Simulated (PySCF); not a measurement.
# C4H13BP2: excited-state relaxation

What do calculations give for the excited-state relaxation of C4H13BP2 (`[BH3-][P@@+](C)(C=C)CP`)?

Programs: PySCF 2.14.0, with routines of our own; each step states its level. All values are computed. Atoms count from 0.

## 1. The starting structure

20 atoms, charge 0, multiplicity 1; geometry from: GFN2-xTB.

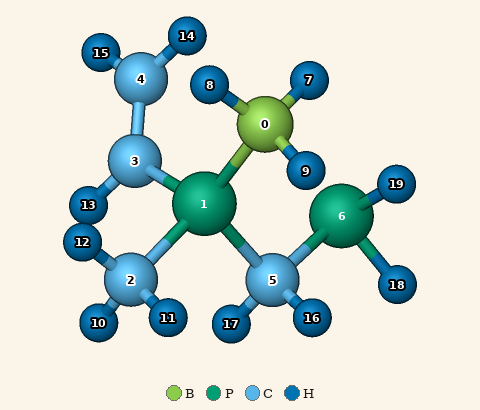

The starting geometry (boron green, phosphorus teal, carbon blue, hydrogen blue).

## 2. Optimising the geometry at PBE0/def2-SV(P)

What the job is given:

```
{"job": {"xc": "PBE0", "basis": "def2-SV(P)", "grid": 1, "kind": "geom"}, "charge": 0, "multiplicity": 1}
B     -0.741420    -1.480188     1.199328
P     -0.371628    -0.204227    -0.184188
C     -1.328352    -0.421706    -1.736017
C     -0.620253     1.559695     0.152204
C     -0.727153     2.013532     1.390233
C      1.357807    -0.192940    -0.844392
P      2.512123     0.299788     0.536467
H     -0.039422    -1.193555     2.120541
H     -1.905184    -1.356750     1.426157
H     -0.463184    -2.529898     0.701669
H     -1.068318     0.332316    -2.478229
H     -1.128603    -1.414974    -2.135492
H     -2.388643    -0.352396    -1.499116
H     -0.668254     2.221687    -0.705890
H     -0.683405     1.335225     2.226988
H     -0.863362     3.060006     1.614959
H      1.596261    -1.190018    -1.223360
H      1.444333     0.536648    -1.656090
H      3.672649    -0.104445    -0.125983
H      2.408860    -0.907120     1.217175
```

Command:

```
> OMP_NUM_THREADS=1 python excited_run.py task.json out
```

This one command runs all jobs of the session in turn.

What it wrote:

```text
step   0  E = -866.89809464  max force = 0.019238
step   1  E = -866.90470869  max force = 0.004571
step   2  E = -866.90507231  max force = 0.001597
step   3  E = -866.90515826  max force = 0.002573
step   4  E = -866.90529585  max force = 0.001028
step   5  E = -866.90542301  max force = 0.001322
step   6  E = -866.90548153  max force = 0.001601
step   7  E = -866.90550449  max force = 0.000415
step   8  E = -866.90551758  max force = 0.000139
optimisation converged
```

Run time: 55 s. Hardware: 1 thread of Arm Neoverse V2, shared host; peak memory 0.64 GiB.

Relaxation path:

```
step  energy from step 0 (eV)  largest force component (eV/Å)
   0                   0.0000                          0.9893
   1                  -0.1800                          0.2351
   2                  -0.1899                          0.0821
   3                  -0.1922                          0.1323
   4                  -0.1960                          0.0529
   5                  -0.1994                          0.0680
   6                  -0.2010                          0.0823
   7                  -0.2016                          0.0213
   8                  -0.2020                          0.0071
```

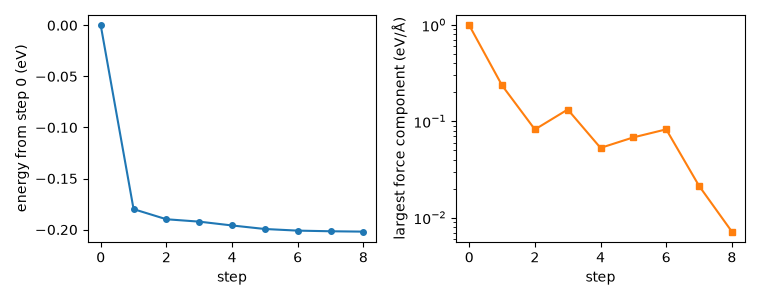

Energy and force, step by step.

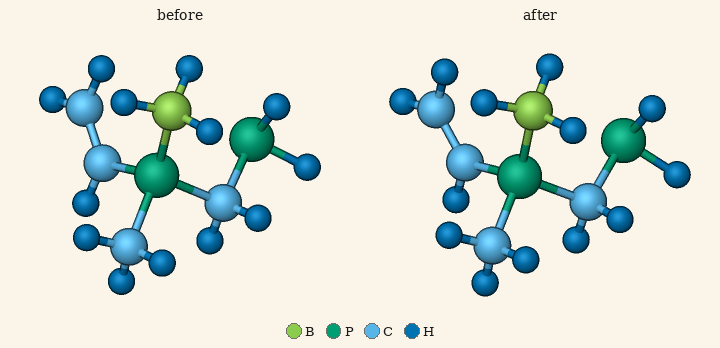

Before and after, at one scale.

Distances of close pairs at the start and the end, largest changes first:

```
  bond  before (Å)  after (Å)  change (Å)
P6–H19       1.389      1.429      +0.039
 B0–H8       1.192      1.230      +0.038
 B0–H9       1.195      1.233      +0.038
P6–H18       1.396      1.433      +0.037
 B0–H7       1.193      1.230      +0.037
C4–H14       1.078      1.097      +0.019
C4–H15       1.079      1.097      +0.018
C3–H13       1.085      1.100      +0.015
```

The end geometry stands in the next job.

```
                         at the end point                value
  point group (found at 0.08 Å tolerance)                   C1
rotational constants (GHz, main isotopes)  2.004, 1.232, 1.046
                        dipole moment (D)                 4.75
```

## 3. Excited-state relaxation: TDA PBE0/def2-SV(P)

What the job is given:

```
{"job": {"kind": "xopt", "state": "S1", "method": "TDA", "freq": false, "xc": "PBE0", "basis": "def2-SV(P)", "grid": 1}, "charge": 0, "multiplicity": 1}
B     -0.548002    -1.551270     1.273663
P     -0.170132    -0.325760    -0.142800
C     -1.166603    -0.622681    -1.644502
C     -0.437720     1.424082     0.232610
C     -0.869440     1.828461     1.430437
C      1.558647    -0.401825    -0.758767
P      2.823883    -0.006872     0.567942
H      0.159112    -1.223166     2.224697
H     -1.753900    -1.442396     1.490562
H     -0.236926    -2.642958     0.793440
H     -0.925793     0.094498    -2.447641
H     -0.980399    -1.650206    -1.999688
H     -2.233557    -0.535232    -1.380400
H     -0.233673     2.153775    -0.564206
H     -1.072591     1.110695     2.235026
H     -1.030778     2.891904     1.647079
H      1.706435    -1.409299    -1.184499
H      1.680933     0.336074    -1.572771
H      3.960559    -0.359271    -0.230776
H      2.778973    -1.273138     1.227941
```

Level: TDA PBE0/def2-SV(P) excited-state geometry optimisation, gas phase.

What it wrote:

```text
final grid: 70864 points
cycle   1  E = -866.8429142229  dE =  3.756e-01  |g| = 4.315e-01  |ddm| = 4.198e+00
cycle   2  E = -866.8549600896  dE = -1.205e-02  |g| = 3.942e-01  |ddm| = 1.183e+00
cycle   3  E = -866.9048834415  dE = -4.992e-02  |g| = 4.767e-02  |ddm| = 5.588e-01
cycle   4  E = -866.9051811750  dE = -2.977e-04  |g| = 3.539e-02  |ddm| = 7.849e-02
cycle   5  E = -866.9055126344  dE = -3.315e-04  |g| = 3.750e-03  |ddm| = 3.573e-02
cycle   6  E = -866.9055170786  dE = -4.444e-06  |g| = 1.319e-03  |ddm| = 8.073e-03
cycle   7  E = -866.9055175416  dE = -4.630e-07  |g| = 3.525e-04  |ddm| = 1.779e-03
cycle   8  E = -866.9055175744  dE = -3.283e-08  |g| = 8.511e-05  |ddm| = 4.643e-04
cycle   9  E = -866.9055175765  dE = -2.050e-09  |g| = 1.789e-05  |ddm| = 1.212e-04
cycle  10  E = -866.9055175766  dE = -9.550e-11  |g| = 3.889e-06  |ddm| = 3.279e-05
converged SCF energy = -866.9055175766

vertical S1 at the ground-state geometry: 5.7049 eV
step    E(state)/Eh    max force   excitation/eV  root
  0    -866.70182209   0.064774     5.4843      1
  1    -866.73725022   0.032104     3.7427      1
  2    -866.74820892   0.010292     3.0553      1
  3    -866.75034492   0.011805     2.5859      1
  4    -866.75171093   0.004962     2.5452      1
  5    -866.75224244   0.002850     2.6502      1
  6    -866.75269768   0.001838     2.5918      1
  7    -866.75310628   0.002953     2.4410      1
  8    -866.75333816   0.001995     2.4528      1
  9    -866.75352603   0.001973     2.4414      1
 10    -866.75390819   0.004547     2.3313      1
 11    -866.75412088   0.004133     2.3176      1
 12    -866.75443136   0.001729     2.2042      1
 13    -866.75443195   0.001490     2.2433      1
 14    -866.75454310   0.000980     2.2268      1
 15    -866.75458296   0.000585     2.2165      1
 16    -866.75464270   0.000721     2.2164      1
 17    -866.75468364   0.000923     2.2219      1
 18    -866.75471165   0.000783     2.2260      1
 19    -866.75473235   0.000770     2.2280      1
 20    -866.75474334   0.000671     2.2286      1
 21    -866.75474846   0.000433     2.2294      1
optimisation converged
vertical emission 2.2294 eV, adiabatic 4.1026 eV, Stokes shift 3.4755 eV, reorganisation 1.6022 (excited) and 1.8733 eV (ground)
in toluene: absorption 5.7779 eV (f = 0.0065, root 1), emission 2.5506 eV (f = 0.0002, root 1)
in water: absorption 5.8711 eV (f = 0.0061, root 1), emission 2.9065 eV (f = 0.0003, root 1)
```

Run time: 4.8 min. Hardware: 1 thread of Arm Neoverse V2, shared host; peak memory 1 GiB.

Key values:

```
                 quantity    value
  vertical absorption, S1  5.70 eV
     adiabatic energy, S1  4.10 eV
    vertical emission, S1  2.23 eV
         Stokes shift, S1  3.48 eV
geometry moved (RMSD), S1  0.457 Å
```

Bonds of the start that changed most:

```
  bond  start (Å)  end (Å)
 P1–C5      1.837    1.987
 P1–C3      1.810    1.709
 C5–P6      1.875    1.776
 C3–C4      1.336    1.423
 B0–P1      1.911    1.928
P6–H19      1.429    1.412
```

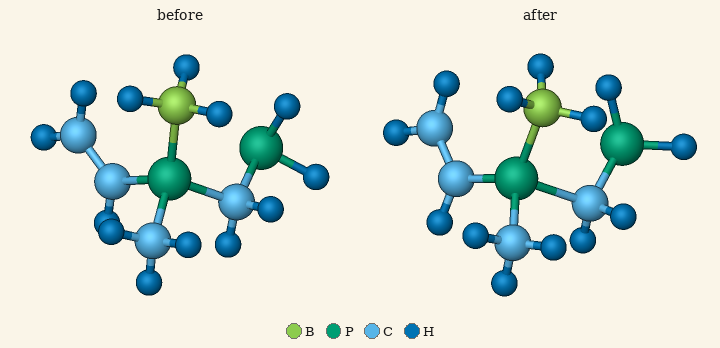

Before and after.

## 4. Excited-state relaxation: UKS PBE0/def2-SV(P)

The job, as its differences from that of step 3:

```diff
@@ -1,2 +1,2 @@
-{"job": {"kind": "xopt", "state": "S1", "method": "TDA", "freq": false, "xc": "PBE0", "basis": "def2-SV(P)", "grid": 1}, "charge": 0, "multiplicity": 1}
+{"job": {"kind": "xopt", "state": "T1", "method": "UKS", "freq": false, "xc": "PBE0", "basis": "def2-SV(P)", "grid": 1}, "charge": 0, "multiplicity": 1}
 B     -0.548002    -1.551270     1.273663
```

Method: UKS PBE0/def2-SV(P) excited-state geometry optimisation, gas phase.

What it wrote:

```text
final grid: 70864 points
cycle   1  E = -866.8429142229  dE =  3.756e-01  |g| = 4.315e-01  |ddm| = 4.198e+00
cycle   2  E = -866.8549600896  dE = -1.205e-02  |g| = 3.942e-01  |ddm| = 1.183e+00
cycle   3  E = -866.9048834415  dE = -4.992e-02  |g| = 4.767e-02  |ddm| = 5.588e-01
cycle   4  E = -866.9051811750  dE = -2.977e-04  |g| = 3.539e-02  |ddm| = 7.849e-02
cycle   5  E = -866.9055126344  dE = -3.315e-04  |g| = 3.750e-03  |ddm| = 3.573e-02
cycle   6  E = -866.9055170786  dE = -4.444e-06  |g| = 1.319e-03  |ddm| = 8.073e-03
cycle   7  E = -866.9055175416  dE = -4.630e-07  |g| = 3.525e-04  |ddm| = 1.779e-03
cycle   8  E = -866.9055175744  dE = -3.283e-08  |g| = 8.511e-05  |ddm| = 4.643e-04
cycle   9  E = -866.9055175765  dE = -2.050e-09  |g| = 1.789e-05  |ddm| = 1.212e-04
cycle  10  E = -866.9055175766  dE = -9.550e-11  |g| = 3.889e-06  |ddm| = 3.279e-05
converged SCF energy = -866.9055175766

vertical T1 at the ground-state geometry: 4.1643 eV
step    E(state)/Eh    max force   <S^2>
  0    -866.75945424   0.135523    2.0080
  1    -866.78249468   0.013003    2.0084
  2    -866.78282909   0.007216    2.0084
  3    -866.78338273   0.003020    2.0084
  4    -866.78356342   0.001364    2.0084
  5    -866.78600361   0.016211    2.0079
  6    -866.78168165   0.045779    2.0073
  7    -866.78650141   0.027839    2.0074
  8    -866.78582101   0.057366    2.0060
  9    -866.79408171   0.033024    2.0062
 10    -866.80293825   0.022226    2.0060
 11    -866.80936435   0.027479    2.0052
 12    -866.80989273   0.006491    2.0054
 13    -866.81067422   0.006346    2.0055
 14    -866.81103540   0.001563    2.0054
 15    -866.81107300   0.001036    2.0054
 16    -866.81111206   0.001015    2.0054
 17    -866.81112431   0.000687    2.0054
 18    -866.81113190   0.000297    2.0054
optimisation converged
vertical emission -1.3460 eV, adiabatic 2.5684 eV, Stokes shift 5.5103 eV, reorganisation 1.5960 (excited) and 3.9144 eV (ground)
```

Wall time 4.2 min (1 thread of Arm Neoverse V2, shared host); peak memory 1 GiB.

From this job:

```
                                     quantity     value
vertical gap at the ground-state geometry, T1   4.16 eV
                         adiabatic energy, T1   2.57 eV
     vertical gap at the relaxed geometry, T1  -1.35 eV
               difference of the two gaps, T1   5.51 eV
                    geometry moved (RMSD), T1   0.436 Å
```

Bonds of the start that changed most:

```
  bond  start (Å)  end (Å)
 C3–C4      1.336    1.447
C3–H13      1.099    1.104
 P1–C2      1.827    1.830
 P1–C5      1.837    1.839
 B0–P1      1.911    1.909
 C5–P6      1.875    1.874
```

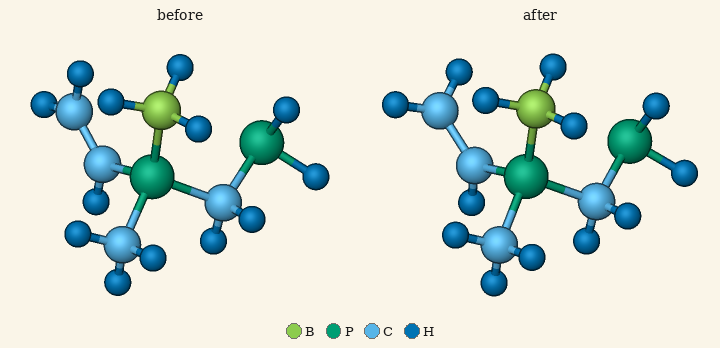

Before and after.

## 5. Outcome

| quantity | value |
| --- | --- |
| point group | C1 |
| rotational constants (main isotopes) | 2.00, 1.23, 1.05 GHz |
| vertical absorption, S1 (step 3, TDA PBE0/def2-SV(P)) | 5.70 eV |
| adiabatic energy, S1 (step 3, TDA PBE0/def2-SV(P)) | 4.10 eV |
| vertical emission, S1 (step 3, TDA PBE0/def2-SV(P)) | 2.23 eV |
| Stokes shift, S1 (step 3, TDA PBE0/def2-SV(P)) | 3.48 eV |
| vertical gap at the ground-state geometry, T1 (step 4, UKS PBE0/def2-SV(P)) | 4.16 eV |
| adiabatic energy, T1 (step 4, UKS PBE0/def2-SV(P)) | 2.57 eV |
| vertical gap at the relaxed geometry, T1 (step 4, UKS PBE0/def2-SV(P)) | -1.35 eV |
| difference of the two gaps, T1 (step 4, UKS PBE0/def2-SV(P)) | 5.51 eV |

What this shows: Relaxing lowered the energy by 0.202 eV in 8 steps; the close pair that moved most is P6–H19, from 1.389 to 1.429 Å. In steps 3, 4 the harmonic model is doubtful. Where no frequencies were run, the relaxed excited state may be a saddle. In step 3 (excited-state relaxation), among the bonds P1–C5 changes most, from 1.837 to 1.987 Å. The atoms move far more than that, so angles or torsions carry the main change. In step 4 the gap at the relaxed geometry is under 0.8 eV (below zero), where a single closed-shell reference fails, so that gap and differences built on it are unreliable. In step 4 (excited-state relaxation), among the bonds C3–C4 changes most, from 1.336 to 1.447 Å. The atoms move far more than that, so angles or torsions carry the main change. ΔSCF (UKS) and response values aren't on one footing and may follow different states, so their differences aren't method errors alone, and singlets and triplets from the two don't rank.
